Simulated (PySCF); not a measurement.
System: C$_{4}$H$_{8}$F$_{3}$O$_{2}$ (SMILES C[O+](C)COC(F)(F)F) (charge +1).

The calculation's input:

```
{"job": {"kind": "nmr", "xc": "PBE0", "basis": "pcSseg-1", "pop": false}, "charge": 1, "multiplicity": 1}
C     -1.326600     1.200500     0.410100
O     -1.033700    -0.223900     0.496900
C     -1.597200    -0.951900    -0.633200
C      0.361900    -0.490200     0.666500
O      1.034000    -0.039600    -0.489300
C      2.372700     0.153800    -0.371300
F      2.991600    -0.963700    -0.010400
F      2.640000     1.067600     0.561800
F      2.833200     0.562600    -1.523300
H     -2.410300     1.312000     0.414300
H     -0.916500     1.692600     1.291800
H     -0.904600     1.638300    -0.495400
H     -1.447700    -2.017400    -0.461500
H     -1.125500    -0.652600    -1.569800
H     -2.665600    -0.742100    -0.662100
H      0.703700     0.041300     1.566800
H      0.483600    -1.575400     0.798400
```

Launched as:

```sh
OMP_NUM_THREADS=1 python probes_run.py task.json out
```

Geometry: GFN2-xTB, NEB image 0 of 0 to 8.

All numbers below come from PBE0/pcSseg-1, SCF density, gas phase, non-relativistic in PySCF.

What will maps of the electron density and electron localisation function show?

Answer. C–F (1.33 Å): ρ is about 2.5 e/Å³ halfway; the ELF peaks at about 0.85 between the atoms, as expected for a polar covalent bond.
C–O (1.36 Å): ρ is about 2.4 e/Å³ halfway, with its minimum of 2.1 e/Å³ about 0.5 Å from C; the ELF peaks at about 0.90 between the atoms; a shared but strongly polarised pair.
C–H (1.09 Å): the density is about 2.1 e/Å³ at the midpoint; the ELF climbs to about 1 towards the hydrogen, as it does in any bond to H (a covalent bond by its length).

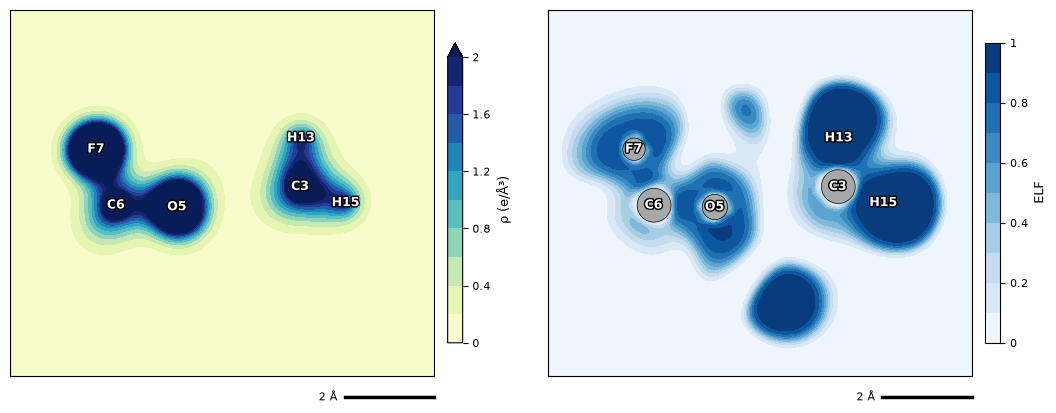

Computed electron density and electron localisation function on the plane of atoms O5, C6 and F7, in this order. Grey discs cover the atomic cores in the ELF map. 
